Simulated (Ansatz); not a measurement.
## Electronic structure of GeNO₂ (SMILES [O]=[Ge]=[N][O-]) (charge −1, triplet) in real space

```xyz
4

Ge   -1.2719   -1.3078    2.4081
N    -1.3708    0.4907    3.5503
O    -2.4490   -1.1405    1.2136
O    -0.6627    0.7540    4.5223
```

Geometry: B3LYP-D3(BJ)/def2-SVPD.

These are results of isolated molecule in a Gaussian basis; Kohn-Sham density functional theory, functional PBE0 (Ansatz), not measurements.

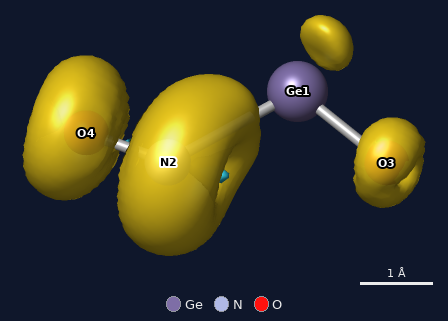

Figure 1. Isosurfaces of the spin density at +0.03 (yellow) and −0.03 e/Å³ (cyan), seen at an oblique angle.

### Describe the spin distribution.

The unpaired spin (2 electrons) lies mostly on N2 (about 1.0), O4 (about 0.7), Ge1 (about 0.2) and O3 (about 0.1), in electrons by Hirshfeld's partition.

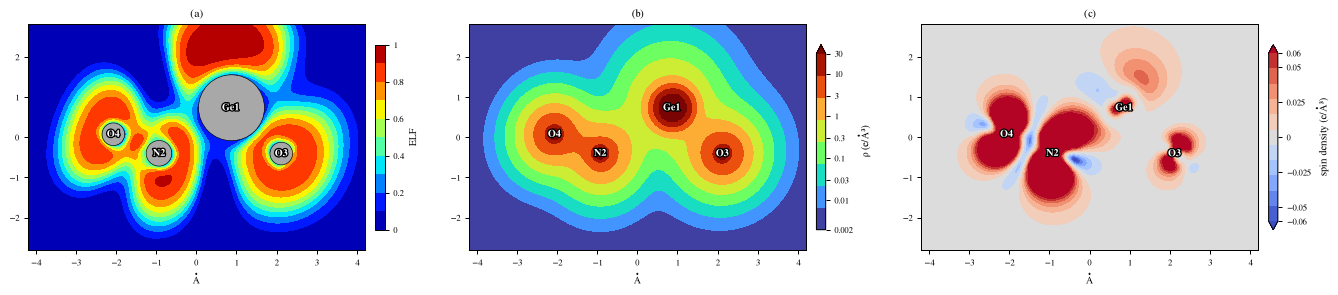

Figure 2. (a) electron localisation function; (b) total electron density; (c) spin density (α minus β) on the molecular plane. Grey discs cover the atomic cores in the ELF map.

### Describe what can be read from this map.

Atoms in the plane: Ge, N and O. N–O (1.23 Å): the density is about 3.4 e/Å³ at the midpoint; the ELF peaks at about 0.85 between the atoms: localised, covalent bonding. Ge–O (1.69 Å): ρ at the midpoint is about 1.2 e/Å³; the ELF peaks at about 0.80 in the valence shell of O, 0.5 Å from its nucleus, and is about 0.25 at the midpoint. Ge–N (2.13 Å): ρ at the midpoint is about 0.51 e/Å³; the ELF peaks at about 0.90 in the valence shell of N, 0.6 Å from its nucleus, and is about 0.40 at the midpoint. The ELF also peaks beside N2, O3 and O4, away from the bonds: non-bonding electrons, paired or unpaired.

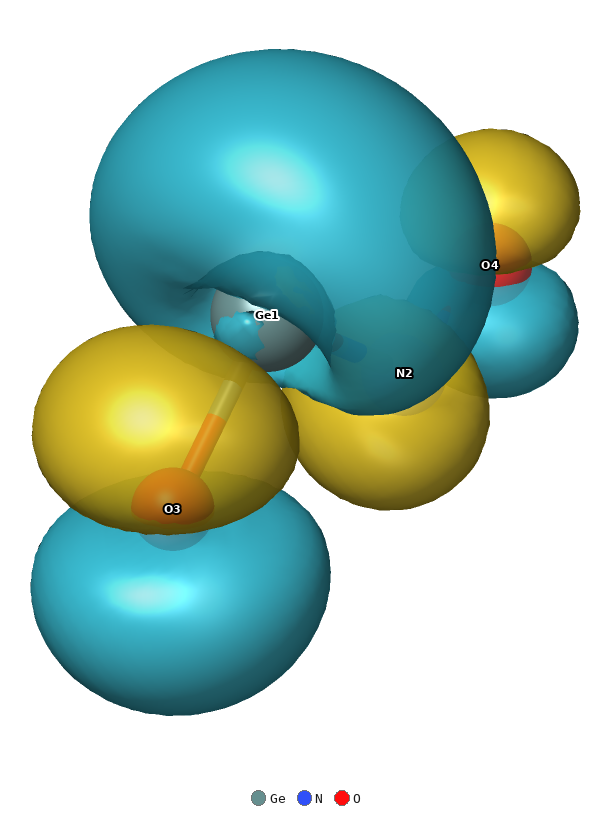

Figure 3. The HOMO (β) at ±0.08 Å⁻³ᐟ² (yellow and cyan are the two phases), seen at an oblique angle.

### Where does this orbital lie, and at what energy?

Its weight (Hirshfeld) is mainly on O3 (about 50 %), Ge1 (about 40 %), O4 (about 5 %) and N2 (about 5 %); it is symmetric in the molecular plane (an in-plane orbital: σ, lone-pair or in-plane π type). Its energy is −2.05 eV.
